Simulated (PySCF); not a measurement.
Reaction (SMILES): N (NH3) → [NH2-] + H+
B3LYP-D3(BJ)/def2-TZVP geometries, fixed; electronic energies without zero-point terms.
Largest species:
```
N
H 1 1.0136
H 1 1.0136 2 107.33
H 1 1.0136 2 107.33 3 -115.09
```

Basis-set convergence of the deprotonation energy at M06-2X with PySCF. All functions are spherical. Density fitting with generated auxiliary sets. In sets without p functions on hydrogen, species with hydrogen take exact integrals. No added dispersion term, no relativity. Functions are those of the species that has most. Reference: the value in aug-pcseg-3, 412.19 kcal/mol, itself unsure by roughly 1.05 kcal/mol (its mean distance from aug-cc-pVQZ, def2-QZVPPD). Deviations are taken from unrounded values.

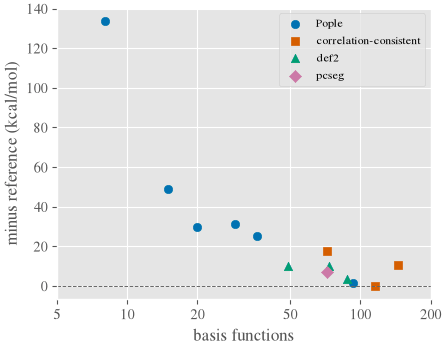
Deviation from the reference against the number of basis functions, by family of sets.

| basis | functions | deprotonation energy (kcal/mol) | minus reference (kcal/mol) |
|---|---|---|---|
| STO-3G | 8 | 545.97 | 133.79 |
| 3-21G | 15 | 461.16 | 48.97 |
| 6-31G* | 20 | 442.05 | 29.86 |
| 6-31G** | 29 | 443.34 | 31.15 |
| 6-311G** | 36 | 437.27 | 25.08 |
| def2-TZVP | 49 | 422.35 | 10.16 |
| cc-pVTZ | 72 | 429.82 | 17.63 |
| pcseg-2 | 72 | 419.19 | 7.00 |
| def2-TZVPP | 73 | 422.48 | 10.29 |
| def2-TZVPPD | 88 | 415.49 | 3.30 |
| 6-311++G(3df,3pd) | 93 | 413.76 | 1.57 |
| aug-cc-pVTZ | 115 | 412.30 | 0.11 |
| cc-pVQZ | 145 | 422.82 | 10.63 |
